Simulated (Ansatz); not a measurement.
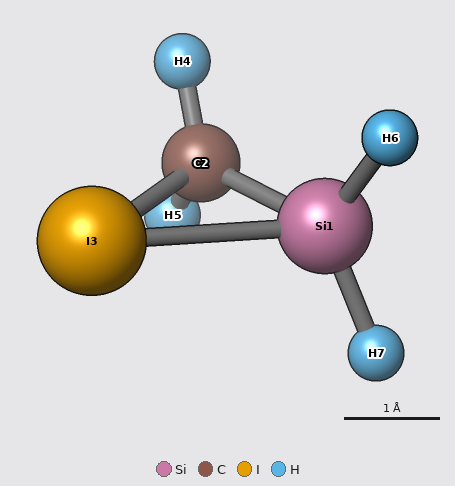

**Figure 1.** The structure as given in the input (ball-and-stick view, seen at a tilt; atoms are numbered from 1 in the order of the input). Bond lengths as drawn: C–H 1.09 Å, C–I 2.22 Å, C–Si 1.84 Å, H–Si 1.47 Å and I–Si 2.53 Å.

**Run report: CH$_{4}$ISi (charge +1), single-point calculation**

System: CH$_{4}$ISi, charge +1.
Method: RKS PBE0-D4/def2-TZVPP (Ansatz 0.2.0).

The geometry comes from this level: PBE0-D4/def2-TZVP.

### The input
```yaml
crystal:
  periodic: [false, false, false]
  atoms:
    - {symbol: Si, position_ang: [0.642156, 0.212418, 0.808327]}
    - {symbol: C, position_ang: [-0.590095, 0.156558, -0.551030]}
    - {symbol: I, position_ang: [0.351951, -1.847221, -0.627450]}
    - {symbol: H, position_ang: [-1.643992, 0.010558, -0.332203]}
    - {symbol: H, position_ang: [-0.385942, 0.646501, -1.498753]}
    - {symbol: H, position_ang: [0.184760, -0.055768, 2.178796]}
    - {symbol: H, position_ang: [1.946881, 0.834983, 0.544834]}
basis:
  gaussian: {orbitals: def2-TZVPP}
total_charge: 1
hamiltonian: {xc: pbe0, dispersion: d4}
output: {orbitals: {seedname: orbitals}}
```

Run on 2 threads of Intel Xeon @ 2.50GHz, 11 GiB of memory available, shared host.

Launch command:
```bash
ansatz run in.yaml --threads 2 --pin off --events-out ev --progress --plain --max-ram 4352MiB
```

### What the program printed
```
Functional definition: PBE0
  name "PBE0"
  cite "Adamo & Barone, J. Chem. Phys. 110, 6158 (1999) doi:10.1063/1.478522"
  cite "Perdew, Burke & Ernzerhof, Phys. Rev. Lett. 77, 3865 (1996) doi:10.1103/PhysRevLett.77.3865"
  parent pbe
  parameter a = 0.25
  parameter kappa = 0.804
  parameter beta = 0.06672455060314922
  exchange = (1 - a)*pbe_x(kappa = kappa, mu = beta*pi^2/3) + a*exact_x
  correlation = pbe_c(beta = beta)
1125 factors; their error is unknown
mean field evaluation 1: about -17056.8467 eV, gradient 7.2e1 eV
mean field evaluation 2: about -17039.0557 eV, gradient 1.0e2 eV
mean field evaluation 4: about -17068.8700 eV, gradient 6.1e0 eV
mean field evaluation 8: about -17069.2068 eV, gradient 7.5e-1 eV
mean field evaluation 16: about -17069.2072 eV, gradient 3.2e-5 eV
mean field -17069.20716446 eV, -627.2817933699 hartree, gradient 3.2e-5 eV, S^2 0.000000; 0 other end points of the search recorded, 0 dependent functions left out
reference -17069.20719395 eV, -627.2817944534 hartree; 24, 24 occupied and 155, 155 virtual orbitals, 1125 factors
Total energy: -17069.32759381 eV, -627.2862190666 hartree
```

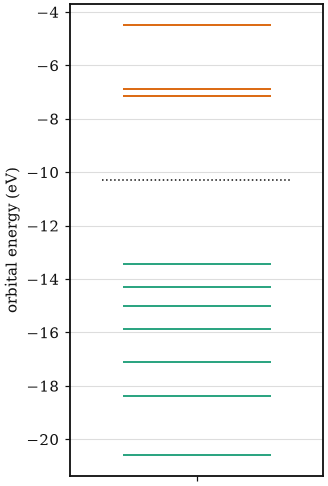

**Figure 2.** Orbital energies near the frontier; the dotted line parts filled from empty levels, and levels within 0.02 eV of each other stand side by side. Highest filled −13.45 eV, lowest empty −7.16 eV, 6.29 eV apart.

### Results in brief

- outcome: converged
- total energy: −17069.3276 eV
- mean-field energy: −17069.2072 eV
- dispersion energy: −0.1204 eV
- SCF solution under orbital rotations: stable
- HOMO: −13.45 eV
- LUMO: −7.16 eV
- wall time: 2.8 s (CPU time 5.3 s)
- peak memory: 0.37 GiB
